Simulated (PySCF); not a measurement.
## Electronic structure of C4H12AlF2N in real space

```xyz
20

C    -1.3832   -0.1474    0.6747
N    -0.5111    0.1887   -0.4621
C    -0.0174    1.5691   -0.3396
C    -1.2379    0.0195   -1.7273
Al    1.0929   -1.1005   -0.4943
C     1.9976   -0.7196    1.2877
F     2.4130    0.5959    1.3773
F     1.1405   -0.9154    2.3565
H    -1.7428   -1.1790    0.5616
H    -0.8113   -0.0805    1.6084
H    -2.2476    0.5380    0.7127
H     0.6482    1.7925   -1.1846
H    -0.8601    2.2820   -0.3405
H     0.5591    1.6732    0.5880
H    -1.5745   -1.0222   -1.8200
H    -2.1140    0.6902   -1.7645
H    -0.5692    0.2494   -2.5681
H     0.3545   -2.5224   -0.5651
H     1.9027   -0.5610   -1.7685
H     2.8936   -1.3309    1.5128
```

Geometry: PBE0-D3(BJ)/def2-SVP.

Level of theory: B3LYP/def2-SVPD, SCF density, gas phase in PySCF 2.14.0.

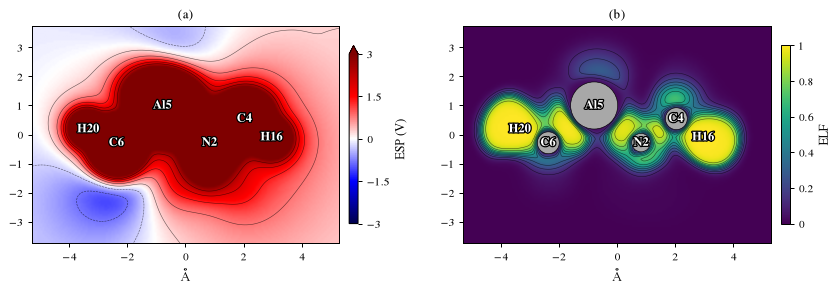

Figure 1. (a) molecular electrostatic potential; (b) electron localisation function on the plane of atoms N2, C4 and H16. Grey discs cover the atomic cores in the ELF map.

Read the bonding off the picture.

The plane passes through N, C, Al and H nuclei. C–N (1.47 Å): the ELF peaks at about 0.95 between the atoms: localised, covalent bonding. C–Al (2.03 Å): the ELF peaks at about 1 between the atoms, as expected for a polar covalent bond. Al–N (2.06 Å): the ELF peaks at about 0.95 in the valence shell of N, 0.8 Å from its nucleus, and is about 0.80 at the midpoint. C–H (1.10 Å): the ELF climbs to about 1 towards the hydrogen, as it does in any bond to H (a covalent bond by its length). Outside the dense part of the molecule the potential is most negative (−1.1 V) near F8, which lies off the plane.

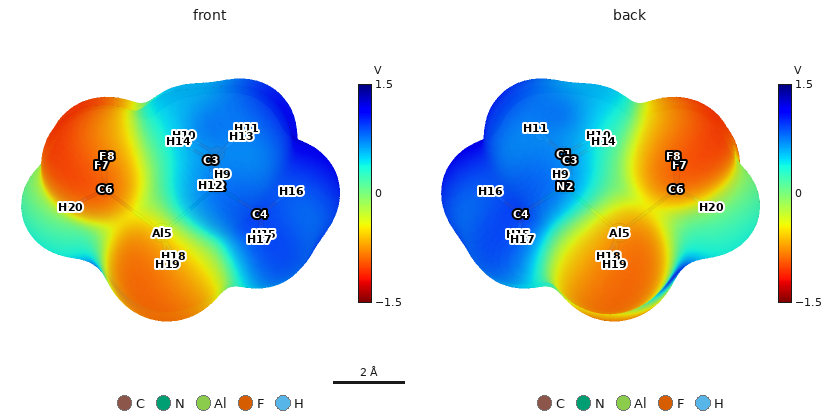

Figure 2. The molecular electrostatic potential painted on the density surface at 0.001 e/bohr³, seen from the front and from behind; red is negative and blue positive.

Describe the electrostatic potential map.

The most negative region (about −1.1 V) lies over F7 and F8, the most positive (about +1.2 V) over H11, H13 and H16.
